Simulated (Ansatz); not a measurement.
Partial pair distribution functions of a relaxed model of amorphous IGZO (In6Ga12Zn6O33), broadened by 0.06 Å; density 5.63 g/cm³. Computed with PBE, scalar-relativistic without spin-orbit coupling (plane waves to 420 eV, PAW; Ansatz, an electronic-structure program).

It comes from a melt-quench run on a machine-learned potential (CHGNet), relaxed afterwards by DFT. O atoms were pushed apart under 1.9 Å during the dynamics, to hinder bonds among them. It is the lowest in DFT energy of 2 quenches. It is a model cell: composition and starting density were chosen by hand, and all elements were melted together. No dispersion term was used. Its density started from a set value of 5.59 and ended at 5.63 g/cm³. Cooling (nominally 170 K/ps over its main leg) ran many orders faster than in experiment, which tends to leave more defects and strain. One small periodic cell is one sample of the glass; other quenches scatter about these values. The volume was free in the relaxation, at fixed shape. Stress components on the final sampling reach 3.2 GPa.

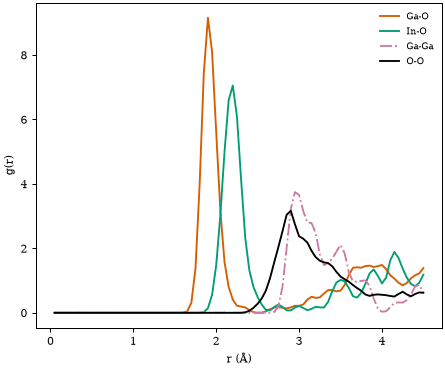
Figure. Partial pair distribution functions

Highest peaks under 4.5 Å: Ga-O near 1.90 Å, In-O near 2.20 Å, Ga-Ga near 2.95 Å, O-O near 2.90 Å; pairs of few atoms are noisy.

Within 2.46 Å each Ga has 4.58 O neighbours on average.
